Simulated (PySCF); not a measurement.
System: C3H4BCl2Si (SMILES C#C[SiH2][CH]B(Cl)Cl) (doublet).

Input file:

```
{"job": {"kind": "epr", "basis": "pcH-1"}, "charge": 0, "multiplicity": 2}
C      2.666459     0.529954     1.375309
C      1.891910     0.192840     0.519527
Si     0.696157    -0.349812    -0.788395
C     -0.942009     0.417116    -0.296194
B     -2.292444    -0.233974    -0.331631
Cl    -2.491911    -1.882420    -0.854668
Cl    -3.732383     0.629851     0.140832
H      3.344411     0.825291     2.124417
H      1.092199     0.237939    -2.078875
H      0.654855    -1.810147    -0.832504
H     -0.881819     1.446033     0.036137
```

Run with:

```sh
OMP_NUM_THREADS=1 python probes_run.py task.json out
```

Geometry: GFN2-xTB.

Level of theory: UKS B3LYP, pcH-1 on B C Cl H Si, non-relativistic, mean-field spin-orbit, GIAO in PySCF.

### What can the converged electron density, electron localisation function and spin density tell about the bonding?

C–B (1.50 Å): the density is about 1.6 e/Å³ at the midpoint; the ELF peaks at about 0.95 between the atoms (a covalent bond).
B–Cl (1.74 Å): ρ is about 1.4 e/Å³ halfway; the ELF peaks at about 0.90 between the atoms; a polar covalent bond.
C–Si (1.87 Å): the density is about 0.9 e/Å³ at the midpoint; the ELF peaks at about 0.95 between the atoms (localised, covalent bonding).
The unpaired spin (1 electron) lies mostly on C4 (about 0.6) and B5 (about 0.1), in electrons by Hirshfeld's partition.

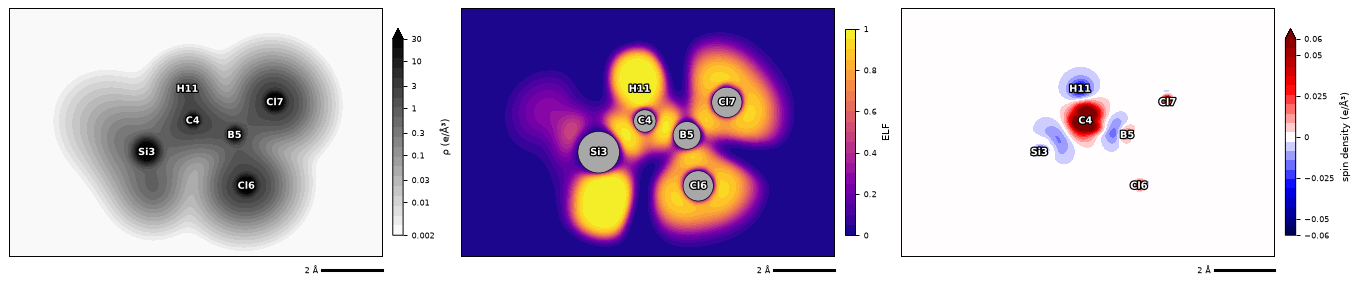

Computed electron density, electron localisation function and spin density on the plane of atoms B5, C4 and H11, in this order. Grey discs cover the atomic cores in the ELF map. 
